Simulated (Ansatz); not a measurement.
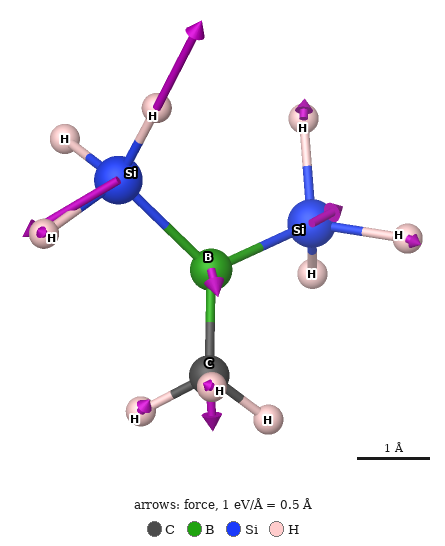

Starting geometry of CH9BSi2 (coarse preliminary run) with the computed forces as purple arrows. A ball-and-stick model, seen at a tilt.

The start comes from a force field.

Level of theory: RKS PBE-D4/def2-SVP in Ansatz. (force threshold 0.03 eV/Å; at most 200 steps)

### What follows when this structure is relaxed?

It isn't relaxed: the largest force vector, on a Si atom, is 3.33 eV/Å. The final displacements have little in common with the starting forces (cosine between the two patterns 0.20). An H atom moves most after the best rigid fit: 0.51 Å. By element the largest moves are H 0.51 Å, Si 0.14 Å, C 0.11 Å, B 0.07 Å. Near-neighbour distances that change, for instance: H–Si 1.367 → 1.512 Å, B–Si 1.909 → 2.026 Å, B–C 1.531 → 1.563 Å, H–Si 1.478 → 1.507 Å. Among the angles between lasting bonds that change: B–C–H 110.4° → 101.9°, B–Si–H 108.8° → 115.6°, B–Si–H 114.0° → 108.5°. Groups turn about B–C by about 25°. Over 12 accepted moves (15 points after the start) the energy falls by 12.8 kcal/mol. The largest force component goes from 3.3 to 0.0099 eV/Å. The line search rejected the trial steps at points 3, 13, 14 of the run. The forces were under the threshold at step 5, but the run went on from there. The run took of the order of 40 core-seconds on a shared host.
